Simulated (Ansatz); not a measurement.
Si2Br3 (space group P-3m1, No. 164): the geometry relaxed with Ansatz, DFT PBE+D3(BJ), scalar-relativistic, plane waves, PAW; the starting structure was generated, so it need not be a known form of this composition.

```cif
data_structure
_symmetry_space_group_name_H-M 'P 1'
_symmetry_Int_Tables_number 1
_cell_length_a 4.2913
_cell_length_b 4.2913
_cell_length_c 8.9113
_cell_angle_alpha 90.000
_cell_angle_beta 90.000
_cell_angle_gamma 120.000
_cell_volume 142.12
loop_
_atom_site_label
_atom_site_type_symbol
_atom_site_fract_x
_atom_site_fract_y
_atom_site_fract_z
_atom_site_occupancy
Si1 Si 0.33333 0.66667 0.81100 1
Si2 Si 0.66667 0.33333 0.18900 1
Br1 Br 0.66667 0.33333 0.66827 1
Br2 Br 0.00000 0.00000 0.00000 1
Br3 Br 0.33333 0.66667 0.33173 1
```

Describe how the polyhedra about Si are linked (bonds: Br–Si below 3.4 Å).

Si: SiBr6 octahedron, sharing edges with nine neighbours and corners with three neighbours.

They form layers of corner- and edge-sharing octahedra parallel to (001).

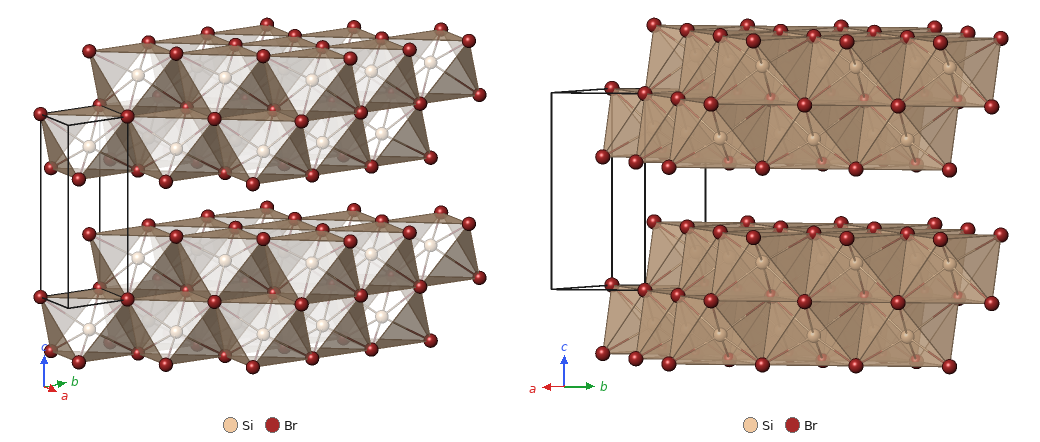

Polyhedra are drawn about Si (bonds: Br–Si below 3.4 Å); other atoms are plain spheres. Two views of the same piece.
